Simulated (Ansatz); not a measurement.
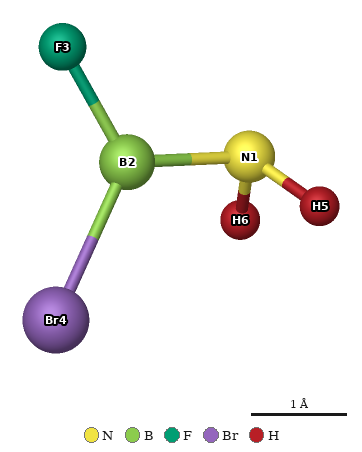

BNH$_{2}$BrF (coarse preliminary run), before the relaxation. Style: ball-and-stick. Shown at a tilt.

Computed with RKS PBE-D4/def2-SVP (Ansatz 0.2.0).

The input:
```yaml
crystal:
  periodic: [false, false, false]
  atoms:
    - {symbol: N, position_ang: [0.312200, 0.845200, 0.300800]}
    - {symbol: B, position_ang: [0.154000, -0.613000, 0.065600]}
    - {symbol: F, position_ang: [1.066000, -1.499400, 0.690300]}
    - {symbol: Br, position_ang: [-1.207600, -1.344800, -1.111000]}
    - {symbol: H, position_ang: [0.369700, 1.325100, -0.669200]}
    - {symbol: H, position_ang: [-0.652300, 1.222900, 0.677200]}
basis:
  gaussian: {orbitals: def2-SVP}
hamiltonian: {xc: pbe, dispersion: d4}
relax: {f_tol: 0.03, max_steps: 250}
```

What does the optimiser find from here?

H6 moves most after the best rigid fit: 1.18 Å. Largest moves by element: H 1.18 Å, Br 0.53 Å, F 0.50 Å, N 0.33 Å, B 0.11 Å. Among the contacts that change: N1–B2 1.485 → 1.399 Å, N1–H6 1.102 → 1.021 Å, B2–F3 1.417 → 1.339 Å, N1–H5 1.084 → 1.018 Å. Bond angles that change, for instance: B2–N1–H5 107.4° → 123.0°, B2–N1–H6 107.3° → 121.8°, H5–N1–H6 101.6° → 115.2°. The optimiser took 13 steps. The run took of the order of 27 core-seconds on a shared host.

Final geometry:

```xyz
6

N     0.0497    0.7804    0.1118
B     0.0543   -0.6157    0.0279
F     0.6669   -1.3587    0.9589
Br   -0.8323   -1.5205   -1.4443
H    -0.4058    1.3752   -0.5775
H     0.5093    1.2753    0.8769
```

After the run, drawn alike:

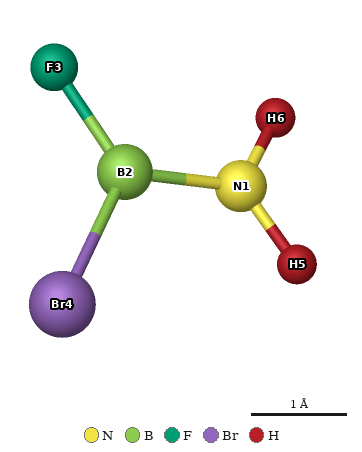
